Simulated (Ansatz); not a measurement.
Saddle-point search of BH2Cl (part 2 of 2)

The same run, continued: BH2Cl; HF/def2-mTZVP, RHF (Ansatz 0.2.0). The atoms were displaced at random from an optimised geometry.

Geometry of the input (Å):
```
B  -0.0765  0.1541  -0.0329
Cl 1.3760  -0.4006  0.5095
H  -1.1026  -0.4188  0.3185
H  -0.2003  0.8739  -0.8717
```

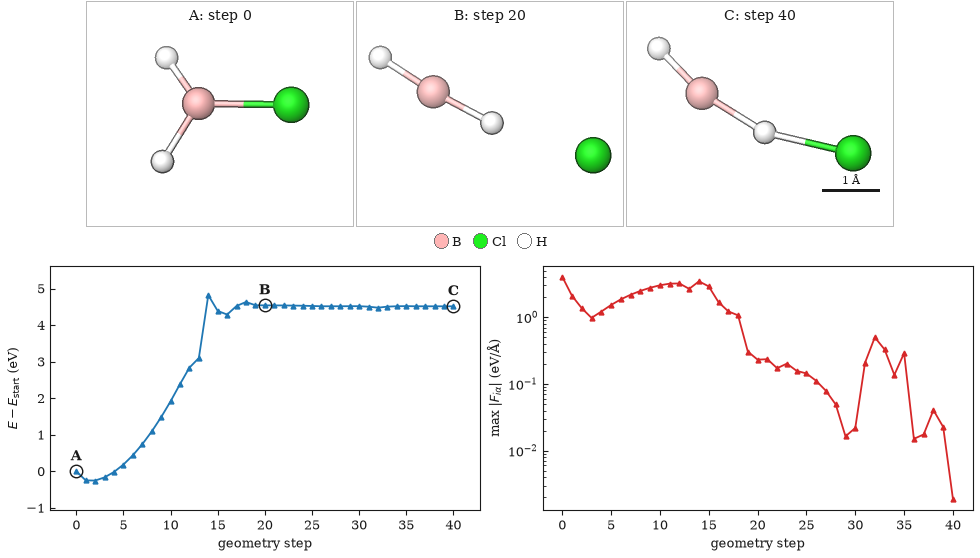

Frames of the saddle-point search (ball-and-stick view, seen at a tilt) above the curves, on which the letters mark them (the first geometry is step 0 here and step 1 in the log).

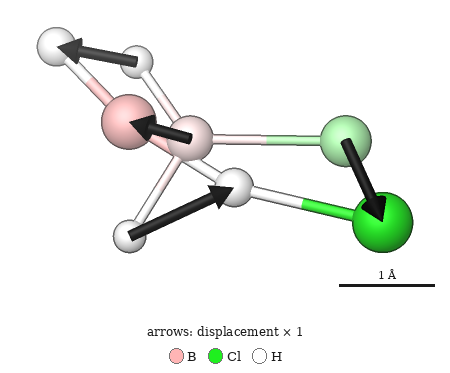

Start (faint) and end (solid) with the displacements as black arrows, at true length (ball-and-stick view, seen at a tilt). The two geometries are laid on each other by the best rigid fit. The energy rises by 4.515 eV in 40 geometry steps. Largest force component: 4.1 eV/Å at the start, 0.0019 eV/Å at the end. H3 moves most after the best rigid fit: 1.22 Å. Largest moves by element: H 1.22 Å, Cl 1.02 Å, B 0.71 Å. Among the contacts that change: B1–Cl2 1.647 → 2.985 Å, Cl2–H3 2.486 → 1.646 Å, B1–H3 1.227 → 1.379 Å, B1–H4 1.112 → 1.180 Å. Bonds break: B1–Cl2 (1.65 → 2.98 Å). Among the angles that change: H3–B1–H4 115.2° → 166.3°. (Atoms are counted from 1 in the order of the input.)

```
WARN: saddle search: converged after 41 steps; from 19 of them it moved with no negative curvature along its mode to follow; the point found lies 1.640 Å from the start (the largest move of one atom). A search that has climbed so is the less sure of closing on the saddle that was meant: its order check could not tell the order of the point: after 5 rotations it read +0.078 eV/Å² across the mode with a residual of 5.09e-2 eV/Å², and holds the second-lowest curvature to +0.085 eV/Å² at the most. That shows no second curvature under the negative of saddle.curvature_tol, and does not show that there is none. Compare its geometry with the start
Total energy: -13203.03577691 eV, -485.2026154624 hartree
Atom 0 at    -0.324334     0.576989    -0.556511 Å, force    -0.001882    -0.000764     0.000601 eV/Å
Atom 1 at     1.048847    -1.265321     1.348690 Å, force    -0.000304     0.000183    -0.000202 eV/Å
Atom 2 at     0.516900    -0.170862     0.239610 Å, force     0.000934     0.000432    -0.000350 eV/Å
Atom 3 at    -1.244794     1.067741    -1.108457 Å, force     0.001251     0.000150    -0.000049 eV/Å
Dipole moment:    -0.871269     1.073838    -1.116175 e Å
```

### Trajectory as extended XYZ (Å, eV, eV/Å), 23 of the 41 frames kept, from step=1 to step=41
```
4
Properties=species:S:1:pos:R:3:forces:R:3 step=1 energy=-13207.55040
B    -0.0765    0.1541   -0.0329   -4.0602  -1.5280   0.0200
Cl    1.3760   -0.4006    0.5095    2.9894  -0.8087   1.1824
H    -1.1026   -0.4188    0.3185    0.8536   0.5841   0.1409
H    -0.2003    0.8739   -0.8717    0.2172   1.7526  -1.3432
4
Properties=species:S:1:pos:R:3:forces:R:3 step=3 energy=-13207.80238
B    -0.0974    0.1165   -0.0905   -1.3672   0.0569  -0.1516
Cl    1.3825   -0.4447    0.5762    1.1187   0.0088   0.0786
H    -1.0410   -0.4145    0.3519   -0.3533  -0.0494   0.0143
H    -0.2474    0.9512   -0.9143    0.6017  -0.0163   0.0588
4
Properties=species:S:1:pos:R:3:forces:R:3 step=5 energy=-13207.56673
B    -0.0742    0.1493   -0.1215   -0.8547  -0.2350   0.1872
Cl    1.3671   -0.5132    0.6419    0.6754   0.6702  -0.6049
H    -0.9601   -0.4114    0.3557   -1.0361  -0.1085   0.0128
H    -0.3361    0.9838   -0.9528    1.2154  -0.3267   0.4049
4
Properties=species:S:1:pos:R:3:forces:R:3 step=6 energy=-13207.36416
B    -0.0584    0.1664   -0.1368   -0.8255  -0.4087   0.3575
Cl    1.3575   -0.5465    0.6735    0.6283   0.9431  -0.8745
H    -0.9199   -0.4069    0.3546   -1.3282  -0.1294   0.0105
H    -0.3826    0.9955   -0.9680    1.5253  -0.4050   0.5065
4
Properties=species:S:1:pos:R:3:forces:R:3 step=8 energy=-13206.80834
B    -0.0195    0.2006   -0.1663   -0.9277  -0.7342   0.6557
Cl    1.3422   -0.6132    0.7371    0.6031   1.4234  -1.3421
H    -0.8436   -0.3869    0.3412   -1.8476  -0.2530   0.0934
H    -0.4824    1.0080   -0.9886    2.1722  -0.4361   0.5930
4
Properties=species:S:1:pos:R:3:forces:R:3 step=10 energy=-13206.06829
B     0.0188    0.2367   -0.1980   -1.0856  -0.9909   0.8873
Cl    1.3294   -0.6806    0.8016    0.6187   1.8244  -1.7304
H    -0.7687   -0.3634    0.3243   -2.2981  -0.3966   0.1995
H    -0.5829    1.0159   -1.0046    2.7650  -0.4369   0.6436
4
Properties=species:S:1:pos:R:3:forces:R:3 step=12 energy=-13205.16416
B     0.0395    0.2798   -0.2380   -1.1018  -1.2255   1.1097
Cl    1.3308   -0.7557    0.8747    0.4993   2.1640  -2.0696
H    -0.6943   -0.3439    0.3112   -2.5817  -0.5159   0.2948
H    -0.6794    1.0283   -1.0246    3.1842  -0.4226   0.6651
4
Properties=species:S:1:pos:R:3:forces:R:3 step=14 energy=-13204.45004
B    -0.0751    0.3335   -0.2993   -0.6020  -1.3045   1.2234
Cl    1.4181   -0.8447    0.9684   -0.0490   2.0620  -2.0133
H    -0.6431   -0.3836    0.3540   -2.0109  -0.0971  -0.0666
H    -0.7033    1.1034   -1.0998    2.6618  -0.6604   0.8565
4
Properties=species:S:1:pos:R:3:forces:R:3 step=16 energy=-13203.16182
B    -0.1339    0.3978   -0.3667   -1.6072   0.0534  -0.1803
Cl    1.4378   -0.9792    1.1010    0.5417   1.3116  -1.2347
H    -0.4739   -0.3745    0.3586   -1.8329  -0.3472   0.1914
H    -0.8334    1.1644   -1.1696    2.8984  -1.0178   1.2236
4
Properties=species:S:1:pos:R:3:forces:R:3 step=17 energy=-13203.26109
B    -0.3313    0.4113   -0.3957   -0.8421   0.2707  -0.3310
Cl    1.5331   -1.0284    1.1566    0.0393   0.8244  -0.8002
H    -0.4328   -0.4132    0.3997   -0.8800   0.1221  -0.1896
H    -0.7724    1.2388   -1.2373    1.6828  -1.2172   1.3208
4
Properties=species:S:1:pos:R:3:forces:R:3 step=19 energy=-13202.91707
B    -0.5773    0.4889   -0.4909    0.9043  -1.0207   1.0670
Cl    1.5355   -1.2394    1.3625   -0.5594   0.4425  -0.4760
H    -0.0591   -0.3139    0.3328   -0.2662   0.4410  -0.4510
H    -0.9025    1.2730   -1.2810   -0.0788   0.1372  -0.1401
4
Properties=species:S:1:pos:R:3:forces:R:3 step=21 energy=-13203.00961
B    -0.5021    0.4850   -0.4812    0.0744   0.0861  -0.0779
Cl    1.3876   -1.2511    1.3620   -0.2072   0.2205  -0.2314
H     0.1212   -0.2508    0.2858    0.0398  -0.1530   0.1522
H    -1.0101    1.2254   -1.2433    0.0930  -0.1536   0.1571
4
Properties=species:S:1:pos:R:3:forces:R:3 step=23 energy=-13203.01241
B    -0.4590    0.5042   -0.4964   -0.0046   0.0944  -0.0924
Cl    1.3142   -1.2813    1.3855   -0.1512   0.1643  -0.1722
H     0.2290   -0.2041    0.2489    0.0991  -0.1635   0.1673
H    -1.0876    1.1897   -1.2147    0.0568  -0.0952   0.0973
4
Properties=species:S:1:pos:R:3:forces:R:3 step=25 energy=-13203.02001
B    -0.4173    0.5208   -0.5092   -0.0505   0.0963  -0.0979
Cl    1.2426   -1.3020    1.3999   -0.1178   0.1125  -0.1191
H     0.3198   -0.1580    0.2113    0.1525  -0.1487   0.1571
H    -1.1484    1.1477   -1.1786    0.0158  -0.0601   0.0599
4
Properties=species:S:1:pos:R:3:forces:R:3 step=26 energy=-13203.02666
B    -0.4082    0.5212   -0.5089   -0.0398   0.1043  -0.1048
Cl    1.2197   -1.2941    1.3905   -0.0702   0.0518  -0.0561
H     0.3404   -0.1549    0.2099    0.1438  -0.1281   0.1363
H    -1.1553    1.1364   -1.1682   -0.0338  -0.0280   0.0246
4
Properties=species:S:1:pos:R:3:forces:R:3 step=28 energy=-13203.03467
B    -0.3984    0.5264   -0.5131    0.0789   0.0285  -0.0214
Cl    1.1862   -1.2758    1.3699   -0.0062  -0.0149   0.0140
H     0.3784   -0.1688    0.2265   -0.0029  -0.0101   0.0096
H    -1.1696    1.1267   -1.1599   -0.0698  -0.0035  -0.0022
4
Properties=species:S:1:pos:R:3:forces:R:3 step=30 energy=-13203.03245
B    -0.4216    0.5197   -0.5085   -0.0108   0.0088  -0.0094
Cl    1.2268   -1.2526    1.3505   -0.0108   0.0028  -0.0036
H     0.3318   -0.2157    0.2685    0.0164  -0.0017   0.0030
H    -1.1404    1.1571   -1.1871    0.0052  -0.0099   0.0100
4
Properties=species:S:1:pos:R:3:forces:R:3 step=32 energy=-13203.04569
B    -0.4038    0.5440   -0.5308   -0.1198   0.1875  -0.1923
Cl    1.1619   -1.2346    1.3278    0.0188   0.0136  -0.0117
H     0.4265   -0.2467    0.3063    0.1270  -0.2034   0.2084
H    -1.1879    1.1458   -1.1800   -0.0260   0.0024  -0.0044
4
Properties=species:S:1:pos:R:3:forces:R:3 step=34 energy=-13203.04451
B    -0.3358    0.5788   -0.5592   -0.1138   0.3282  -0.3289
Cl    1.0427   -1.2291    1.3129    0.1594  -0.1881   0.1960
H     0.5351   -0.2176    0.2866    0.1632  -0.2193   0.2267
H    -1.2454    1.0765   -1.1171   -0.2089   0.0792  -0.0939
4
Properties=species:S:1:pos:R:3:forces:R:3 step=36 energy=-13203.03055
B    -0.2880    0.5907   -0.5669    0.2168   0.0126   0.0051
Cl    0.9435   -1.2648    1.3397    0.0315   0.0080  -0.0053
H     0.6243   -0.1257    0.2042   -0.2899   0.0714  -0.0928
H    -1.2832    1.0083   -1.0536    0.0415  -0.0919   0.0929
4
Properties=species:S:1:pos:R:3:forces:R:3 step=37 energy=-13203.03494
B    -0.2852    0.5995   -0.5754    0.0051  -0.0059   0.0062
Cl    0.9744   -1.2574    1.3350    0.0067  -0.0031   0.0035
H     0.5830   -0.1518    0.2264    0.0032  -0.0045   0.0047
H    -1.2757    1.0182   -1.0627   -0.0150   0.0135  -0.0144
4
Properties=species:S:1:pos:R:3:forces:R:3 step=39 energy=-13203.03554
B    -0.3051    0.5877   -0.5654   -0.0406   0.0066  -0.0097
Cl    1.0150   -1.2636    1.3443   -0.0016   0.0047  -0.0047
H     0.5481   -0.1612    0.2327    0.0024   0.0013  -0.0011
H    -1.2615    1.0457   -1.0883    0.0398  -0.0126   0.0155
4
Properties=species:S:1:pos:R:3:forces:R:3 step=41 energy=-13203.03578
B    -0.3243    0.5770   -0.5565   -0.0019  -0.0008   0.0006
Cl    1.0488   -1.2653    1.3487   -0.0003   0.0002  -0.0002
H     0.5169   -0.1709    0.2396    0.0009   0.0004  -0.0003
H    -1.2448    1.0677   -1.1085    0.0013   0.0001   0.0000
```

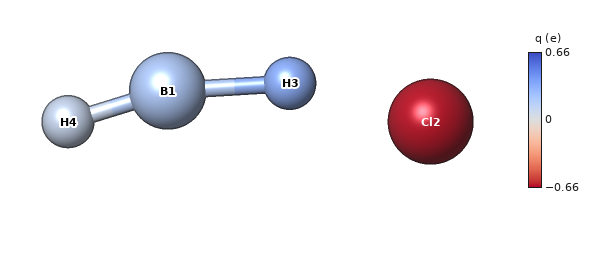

Mulliken charges, as the colour of each atom (ball-and-stick view, seen at a tilt; atoms are numbered from 1 in the order of the input). By element: B +0.20, Cl −0.63 and H +0.10 to +0.33 e.

### Key numbers

```json
{"quantity": "outcome", "value": "converged"}
{"quantity": "total energy", "value": "−485.202615 hartree"}
{"quantity": "basis functions", "value": "47"}
{"quantity": "largest force", "value": "0.002 eV/Å"}
{"quantity": "dipole moment", "value": "8.54 D"}
{"quantity": "wall time", "value": "74 s"}
{"quantity": "peak memory", "value": "0.09 GiB"}
```

### Notes

The program could not tell the order of the saddle point.
